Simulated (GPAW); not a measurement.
# Near-edge structure at the Te K edge of zinc-blende (ZnTe)₁₋ₓ(CdTe)ₓ at x = 0.25

Aim: the Te K edge in zinc-blende (ZnTe)₁₋ₓ(CdTe)ₓ at x = 0.25, one member of a composition series.

Method: X-ray absorption from dipole matrix elements to empty bands, plane-wave PAW LDA, in GPAW 26.7.0.

## Step 1: Starting point

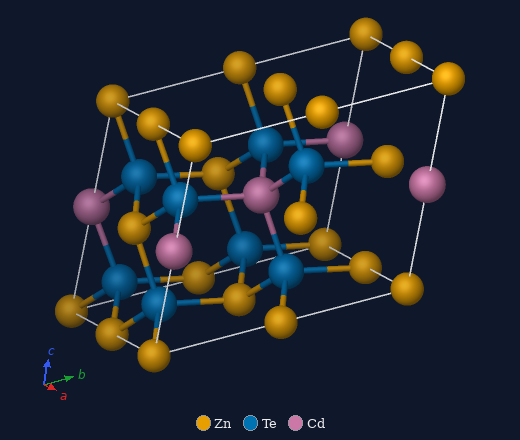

The starting structure, seen slightly off an axis (zinc orange, tellurium blue, cadmium pink). Bonds to atoms that aren't drawn are left out. Some periodic images of atoms are drawn too.

The cell holds 16 atoms: 6 Zn, 8 Te and 2 Cd. Cell: a = 8.766 Å, b = 8.766 Å, c = 8.766 Å, α = 60.0°, β = 60.0°, γ = 60.0°. 16-atom zinc-blende cell, 2 of 8 Zn sites taken by Cd at random, lattice constants typed for the ends and interpolated (Vegard).

Coordinates:

```cif
data_structure
_symmetry_space_group_name_H-M 'P 1'
_symmetry_Int_Tables_number 1
_cell_length_a 8.7656
_cell_length_b 8.7656
_cell_length_c 8.7656
_cell_angle_alpha 60.000
_cell_angle_beta 60.000
_cell_angle_gamma 60.000
_cell_volume 476.25
loop_
_atom_site_label
_atom_site_type_symbol
_atom_site_fract_x
_atom_site_fract_y
_atom_site_fract_z
_atom_site_occupancy
Zn1 Zn 0.00046 0.00034 0.00069 1
Te2 Te 0.12598 0.12891 0.12510 1
Cd3 Cd 0.99896 0.99930 0.49755 1
Te4 Te 0.12462 0.12481 0.62628 1
Zn5 Zn 0.00107 0.50160 0.00038 1
Te6 Te 0.12484 0.62478 0.12421 1
Zn7 Zn 0.00110 0.49826 0.49706 1
Te8 Te 0.12860 0.62457 0.62131 1
Zn9 Zn 0.49998 0.99832 0.99717 1
Te10 Te 0.62205 0.12377 0.12587 1
Zn11 Zn 0.49835 0.00463 0.49975 1
Te12 Te 0.62614 0.12474 0.62279 1
Zn13 Zn 0.49944 0.49881 0.00316 1
Te14 Te 0.62510 0.62472 0.12411 1
Cd15 Cd 0.50349 0.50309 0.49973 1
Te16 Te 0.62234 0.62441 0.62591 1
```

## Step 2: Relaxation

The cell was built by hand, so its atoms are relaxed first: near-edge features follow bond lengths closely.

Contents of relax.py:

```python
import numpy as np
from ase import Atoms
from ase.parallel import parprint, paropen
from gpaw import GPAW, PW, FermiDirac, Mixer, MixerDif, setup_paths
from ase.optimize import BFGS

atoms = Atoms('ZnTeCdTeZnTeZnTeZnTeZnTeZnTeCdTe',
    cell=[[0, 6.19825, 6.19825],
     [6.19825, 0, 6.19825],
     [6.19825, 6.19825, 0]],
    scaled_positions=[[0.000462, 0.000342, 0.000689],
     [0.125979, 0.128907, 0.125095],
     [0.998959, 0.999297, 0.497546],
     [0.124621, 0.124811, 0.626277],
     [0.001072, 0.501604, 0.000378],
     [0.124836, 0.624781, 0.124211],
     [0.001102, 0.498264, 0.497059],
     [0.128603, 0.624568, 0.621306],
     [0.499977, 0.998316, 0.997169],
     [0.622051, 0.123772, 0.125868],
     [0.498349, 0.00463, 0.499746],
     [0.626136, 0.124744, 0.622788],
     [0.499441, 0.498813, 0.003159],
     [0.625104, 0.624717, 0.124111],
     [0.503494, 0.503095, 0.49973],
     [0.622342, 0.624414, 0.625909]],
    pbc=True)
atoms.calc = GPAW(legacy_gpaw=True, mode=PW(400, force_complex_dtype=True), xc='LDA', setups={},
    kpts={'size': (3, 3, 3), 'gamma': True}, occupations=FermiDirac(0.08),
    charge=0, mixer=Mixer(0.1, 5, 50), maxiter=150,
    convergence={'density': 0.0001, 'eigenstates': 1e-6}, txt='relax.txt')
steps = []
opt = BFGS(atoms, logfile='-')
opt.attach(lambda: steps.append([atoms.get_potential_energy(), float(np.linalg.norm(atoms.get_forces(), axis=1).max())]))
done = opt.run(fmax=0.05, steps=30)
out = dict(done=bool(done), steps=steps, frac=atoms.get_scaled_positions().tolist())
import json
with paropen('out.json', 'w') as f:
    json.dump(out, f)
```

Run with:

```
> OMP_NUM_THREADS=1 mpirun -n 4 gpaw python relax.py
```

Numbers of over 12 decimals in the logs are rounded to 6 here.

The log of the run:

```text
Input parameters:
  convergence: {density: 0.0001,
                eigenstates: 1e-06}
  kpts: {gamma: True,
         size: (3, 3, 3)}
  maxiter: 150
  mixer: {backend: pulay,
          beta: 0.1,
          method: separate,
          nmaxold: 5,
          weight: 50}
  mode: {ecut: 400.0,
         force_complex_dtype: True,
         name: pw}
  occupations: {fixmagmom: False,
                name: fermi-dirac,
[...]
14 Cd   -0.00071   -0.00805   -0.00555
 15 Te   -0.02998   -0.02106   -0.02473
Step     Time          Energy          fmax
BFGS:    0 01:59:23      -51.186623        1.457358
BFGS:    1 02:00:04      -51.290249        1.180568
BFGS:    2 02:01:04      -51.563383        0.169949
BFGS:    3 02:01:45      -51.566808        0.139358
BFGS:    4 02:02:15      -51.568172        0.108235
BFGS:    5 02:03:04      -51.570663        0.069622
BFGS:    6 02:03:33      -51.571440        0.048867
[key lines of the parts left out:]
Converged after 5 iterations.
Dipole moment: (-41.563684, -41.675481, -38.974203) |e|*Ang
Free energy:    -51.571440
Fermi level: 4.09267
```

It took 5.6 min on 4 MPI ranks of Intel Xeon Platinum 8259CL at 2.50GHz (Skylake/Cascade Lake), shared host; peak memory 0.42 GiB; 22 min of CPU time.

In 6 steps the energy fell by 385 meV (energies extrapolated to zero smearing) and the largest force to 0.049 eV/Å. Atom 8 (Te; the text counts from 1, the script from 0) is among those that moved most, by 0.14 Å.

## Step 3: The field without a hole

A plain self-consistent run shows whether there is a gap, which decides the set-up of the core-hole run.

Contents of scf.py:

```python
import numpy as np
from ase import Atoms
from ase.parallel import parprint, paropen
from gpaw import GPAW, PW, FermiDirac, Mixer, MixerDif, setup_paths
from gpaw.test import gen
setup_paths.insert(0, '.')
gen('Te', name='nch1s', xcname='LDA', corehole=(1, 0, 0), write_xml=True)
from gpaw.mpi import world
world.barrier()

atoms = Atoms('ZnTeCdTeZnTeZnTeZnTeZnTeZnTeCdTe',
    cell=[[0, 6.19825, 6.19825],
     [6.19825, 0, 6.19825],
     [6.19825, 6.19825, 0]],
    scaled_positions=[[0.9991887, 0.0012437, 0.001123],
     [0.1300372, 0.1314564, 0.1100148],
     [0.0014204, 0.9997034, 0.4981986],
     [0.1285339, 0.129246, 0.6299245],
     [0.0007192, 0.5022151, 0.9983129],
     [0.1248198, 0.6258872, 0.124691],
     [0.9996836, 0.4990515, 0.4988759],
     [0.1166139, 0.6140647, 0.6331271],
     [0.5000442, 0.9990728, 0.9986393],
     [0.6242408, 0.1238489, 0.1250421],
     [0.49842, 0.0016715, 0.4993172],
     [0.6155177, 0.1162344, 0.6333183],
     [0.499783, 0.4981747, 0.0016095],
     [0.6307168, 0.629468, 0.1102489],
     [0.5029669, 0.5024344, 0.4983814],
     [0.6297219, 0.6311229, 0.6304181]],
    pbc=True)
atoms.calc = calc = GPAW(legacy_gpaw=True, mode=PW(400, force_complex_dtype=True), xc='LDA', setups={1: 'nch1s'},
    kpts={'size': (2, 2, 2), 'gamma': True}, occupations=FermiDirac(0.05),
    charge=0, mixer=Mixer(0.1, 5, 50), maxiter=150,
    convergence={'density': 0.0001, 'eigenstates': 1e-6}, txt='scf.txt')
energy = atoms.get_potential_energy() + calc.get_reference_energy()
ef = calc.get_fermi_level()
out = dict(energy=energy, fermi=ef, forces=atoms.get_forces().tolist())
parprint(f'all-electron energy {energy:.4f} eV, Fermi level {ef:.4f} eV')
ev = np.array([[calc.get_eigenvalues(k, s) for k in range(len(calc.get_ibz_k_points()))] for s in range(calc.get_number_of_spins())])
out['homo'], out['lumo'], out['counts'] = ev[ev < ef].max(), ev[ev > ef].min(), sorted(set((ev < ef).sum((0, 2)).tolist()))
out['filled'] = (ev[:, 0] < ef).sum(1).tolist()
import json
with paropen('out.json', 'w') as f:
    json.dump(out, f)
```

Run with:

```
> OMP_NUM_THREADS=1 mpirun -n 4 gpaw python scf.py
```

The log of the run:

```text
Input parameters:
  convergence: {density: 0.0001,
                eigenstates: 1e-06}
  kpts: {gamma: True,
         size: (2, 2, 2)}
  maxiter: 150
  mixer: {backend: pulay,
          beta: 0.1,
          method: separate,
          nmaxold: 5,
          weight: 50}
  mode: {ecut: 400.0,
         force_complex_dtype: True,
         name: pw}
  occupations: {fixmagmom: False,
                name: fermi-dirac,
                width: 0.05}
  setups: {1: nch1s}

Initialize ...

[... PAW data sets ...]

Reference energy: -2073899.312672  # eV

Spin-paired calculation

[... convergence settings ...]
Symmetries present (total): 1
  [... symmetry matrices ...]

8 k-points: 2 x 2 x 2 Monkhorst-Pack grid + [1/4,1/4,1/4]
8 k-points in the irreducible part of the Brillouin zone
       k-points in crystal coordinates                weights
   0:     0.00000000    0.00000000    0.00000000          1/8
   1:     0.00000000    0.00000000    0.50000000          1/8
   2:     0.00000000    0.50000000    0.00000000          1/8
   3:     0.00000000    0.50000000    0.50000000          1/8
   4:     0.50000000    0.00000000    0.00000000          1/8
   5:     0.50000000    0.00000000    0.50000000          1/8
   6:     0.50000000    0.50000000    0.00000000          1/8
   7:     0.50000000    0.50000000    0.50000000          1/8

Wave functions: Plane wave expansion
  Cutoff energy: 400.000 eV
  Number of coefficients (min, max): 8616, 8657
  Pulay-stress correction: 0.000000 eV/Ang^3 (de/decut=0.000000)
  Using FFTW library
  Wavefunction extrapolation:
    Improved wavefunction reuse through dual PAW basis

Occupation numbers: Fermi-Dirac:
  width: 0.0500  # eV

Eigensolver
   Davidson(niter=2)

Densities:
  Coarse grid: 42*42*42 grid
  Fine grid: 84*84*84 grid
  Total Charge: 0.000000

Density mixing:
  Method: separate
  Backend: pulay
  Linear mixing parameter: 0.1
  old densities: 5
  Width of damping distribution: 1.1
  Damping of long wavelength oscillations: 50

[... Hamiltonian set-up ...]
Number of atoms: 16
Number of atomic orbitals: 104
Number of bands in calculation: 91
Number of valence electrons: 144
Bands to converge: occupied

... initialized

Initializing position-dependent things.

Density initialized from atomic densities
Creating initial wave functions:
  91 bands from LCAO basis set

                           Zn             Zn

                              Te

                    Te
          Zn             Cd
                      Te
                Zn             Cd
             Te             Te
                 Zn              Zn
                  Te

                    Te
           Te

Atomic positions and initial magnetic moments

Positions:
   0 Zn     0.014669    6.200182    6.200930    ( 0.0000,  0.0000,  0.0000)
   1 Te     1.496699    1.487902    1.620803    ( 0.0000,  0.0000,  0.0000)
   2 Cd     9.284371    3.096763    6.205216    ( 0.0000,  0.0000,  0.0000)
   3 Te     4.705529    4.701115    1.597784    ( 0.0000,  0.0000,  0.0000)
   4 Zn     9.300648    6.192251    3.117313    ( 0.0000,  0.0000,  0.0000)
   5 Te     4.652271    1.546530    4.653070    ( 0.0000,  0.0000,  0.0000)
   6 Zn     6.185404    9.288446    9.289535    ( 0.0000,  0.0000,  0.0000)
[...]
13 Te     4.584950    4.592691    7.810940    ( 0.0000,  0.0000,  0.0000)
  14 Cd     6.203307    6.206607    6.231729    ( 0.0000,  0.0000,  0.0000)
  15 Te     7.819347    7.810663    7.815031    ( 0.0000,  0.0000,  0.0000)

Unit cell:
           periodic     x           y           z      points  spacing
  1. axis:    yes    0.000000    6.198250    6.198250    42     0.1704
  2. axis:    yes    6.198250    0.000000    6.198250    42     0.1704
  3. axis:    yes    6.198250    6.198250    0.000000    42     0.1704

  Lengths:   8.765649   8.765649   8.765649
  Angles:   60.000000  60.000000  60.000000

Effective grid spacing dv^(1/3) = 0.1859

iter:   1   -51.452025
iter:   2   -51.788887   -0.49  -1.30
iter:   3   -51.040880   -1.48  -1.35
iter:   4   -51.058528   -1.78  -1.53
iter:   5   -50.976480   -2.29  -1.68
iter:   6   -50.960316   -3.31  -2.26
iter:   7   -50.938767c  -3.17  -2.51
iter:   8   -50.937982c  -4.12  -3.03
iter:   9   -50.937555c  -4.39  -3.02
iter:  10   -50.937643c  -5.16  -3.26
iter:  11   -50.937484c  -5.38  -3.40
iter:  12   -50.937449c  -5.60  -3.74
iter:  13   -50.937449c  -6.51c -3.94
iter:  14   -50.937452c  -6.30c -3.99
iter:  15   -50.937437c  -6.49c -4.15c

Converged after 15 iterations.

Dipole moment: (-41.421843, -41.533758, -38.826282) |e|*Ang

Energy contributions relative to reference atoms: (reference = -2073899.312672)

Kinetic:        +96.778725
Potential:      -85.230938
External:        +0.000000
XC:             -63.808060
Entropy (-ST):   -0.000166
Local:           +1.322919
SIC:             +0.000000
--------------------------
Free energy:    -50.937520
Extrapolated:   -50.937437

Showing only first 2 kpts
 Kpt  Band  Eigenvalues  Occupancy
  0    70      3.65429    1.99964
  0    71      3.69830    1.99913
  0    72      4.44405    0.00153
  0    73      5.17825    0.00000

  1    70      3.26696    2.00000
  1    71      3.31770    2.00000
  1    72      5.35597    0.00000
  1    73      5.72302    0.00000

Fermi level: 4.08546

Gap: 0.746 eV
Transition (v -> c):
  (s=0, k=0, n=71, [0.00, 0.00, 0.00]) -> (s=0, k=0, n=72, [0.00, 0.00, 0.00])
No difference between direct/indirect transitions

Forces in eV/Ang:
  0 Zn   -0.01810   -0.01032   -0.01337
  1 Te   -0.00676   -0.00109   -0.01219
  2 Cd    0.00231    0.00302    0.01474
  3 Te    0.00278    0.00135    0.01002
  4 Zn    0.00737    0.02364   -0.01750
  5 Te   -0.00426    0.00297   -0.00536
  6 Zn   -0.00029   -0.00752    0.00235
[...]
13 Te    0.00250   -0.00493   -0.00761
 14 Cd    0.00128   -0.00745   -0.00836
 15 Te   -0.01287   -0.00390   -0.01122
Scalar-relativistic atomic LDA calculation for Te (Tellurium, Z=52)
Core hole in 1s state (1s occupation: 2.0)
750 radial gridpoints.
|------------------------------------------------|
|------------------------------------------------|
[... the atom generator's iteration count ...]

Energy contributions:
-------------------------
Kinetic:    +7100.534129
XC:          -169.800295
Potential: -13716.036721
-------------------------
Total:      -6785.302887

state      eigenvalue         ekin         rmax
-----------------------------------------------
1s^2.0 : -1159.499364  1477.979927        0.018
2s^2.0 :  -177.914127   308.802860        0.102
2p^6.0 :  -159.964965   291.747787        0.081
3s^2.0 :   -35.388430    89.168305        0.293
3p^6.0 :   -29.529919    82.706717        0.286
3d^10.0:   -20.591878    75.475207        0.238
4s^2.0 :    -6.020315    25.005627        0.701
4p^6.0 :    -4.197418    21.412968        0.737
4d^10.0:    -1.532718    15.146638        0.811
5s^2.0 :    -0.563619     3.926703        1.785
5p^4.0 :    -0.224650     2.336002        2.157
-----------------------------------------------
(units: Bohr and Hartree)

Generating PAW setup
Kinetic energy of the core from tauc = 7301.608832681531
Cutoffs:
rc(s)=2.230
rc(p)=2.260
rc(d)=2.340
rc(vbar)=2.160
rc(comp)=2.160
rc(nct)=2.340

Kinetic energy of the core states: 7083.336716
Charge: 0.0
Core electrons: 46.0
Valence electrons: 6.0
Pseudo-core charge: 1.904437
Shape function alpha=2.143
Pseudo-electron charge 8.604208
state    eigenvalue         norm
--------------------------------
5s(2) :    -0.563619     1.261507
*s    :     0.436381
5p(4) :    -0.224650     1.044190
*p    :     0.775350
*d    :     0.000000
--------------------------------

Diagonalizing with gridspacing h=0.050

state   all-electron     PAW
-------------------------------
5s:      -0.563619    -0.566817
5p:      -0.224650    -0.225887
*d:                    0.033165
*f:                    0.071329
-------------------------------
all-electron energy -2073950.2501 eV, Fermi level 4.0855 eV
```

It took 56 s on 4 MPI ranks; peak memory 0.39 GiB.

The mesh shows a gap of 0.75 eV. The excited electron is kept all the same, so that all members of the series, with or without a gap, are treated alike.

## Step 4: Reference energy of the cell

The photon energy needs a difference of total energies, so the cell and mesh of the coming hole run are first run without a hole.

scf.py, as its differences from that of step 3:

```diff
@@ -32,3 +32,3 @@
 atoms.calc = calc = GPAW(legacy_gpaw=True, mode=PW(400, force_complex_dtype=True), xc='LDA', setups={1: 'nch1s'},
-    kpts={'size': (2, 2, 2), 'gamma': True}, occupations=FermiDirac(0.05),
+    kpts={'size': (3, 3, 3), 'gamma': True}, occupations=FermiDirac(0.02),
     charge=0, mixer=Mixer(0.1, 5, 50), maxiter=150,
```

The log of the run:

```text
Input parameters:
  convergence: {density: 0.0001,
                eigenstates: 1e-06}
  kpts: {gamma: True,
         size: (3, 3, 3)}
  maxiter: 150
  mixer: {backend: pulay,
          beta: 0.1,
          method: separate,
          nmaxold: 5,
          weight: 50}
  mode: {ecut: 400.0,
         force_complex_dtype: True,
         name: pw}
  occupations: {fixmagmom: False,
                name: fermi-dirac,
[...]
5s(2) :    -0.563619     1.261507
*s    :     0.436381
5p(4) :    -0.224650     1.044190
*p    :     0.775350
*d    :     0.000000
--------------------------------

Diagonalizing with gridspacing h=0.050

state   all-electron     PAW
-------------------------------
5s:      -0.563619    -0.566817
5p:      -0.224650    -0.225887
*d:                    0.033165
*f:                    0.071329
-------------------------------
all-electron energy -2073950.8839 eV, Fermi level 4.0553 eV
[key lines of the parts left out:]
Converged after 15 iterations.
Dipole moment: (-41.565142, -41.676946, -38.975116) |e|*Ang
Free energy:    -51.571275
Fermi level: 4.05531
```

Elapsed: 99 s, on 4 MPI ranks; peak memory 0.41 GiB; 6.6 min of CPU time.

Reference energy: -2073950.884 eV with the cores included.

[end of part 1 of 3]

[Banner, clock and machine lines of the logs are left out without a mark of their own.]

[Logs are printed without paths, hosts, clocks, repeated set-up lines and the standing remarks that a program may print on its own settings, such as how far it seeks lower states.]

[Hosts, paths, dates, database ids (printed as entryN), source tags and the programs' standing remarks are cut or masked in the printed files.]

[Lists of maxima count a maximum above −3 eV only where it reaches 4 % of the highest in the window and stands out from its surroundings by 2 % of it (1.5 % where it reaches 55 %); shoulders and weaker maxima are passed over, and of the rest the first, up to two pre-edge ones and the few strongest are named.]
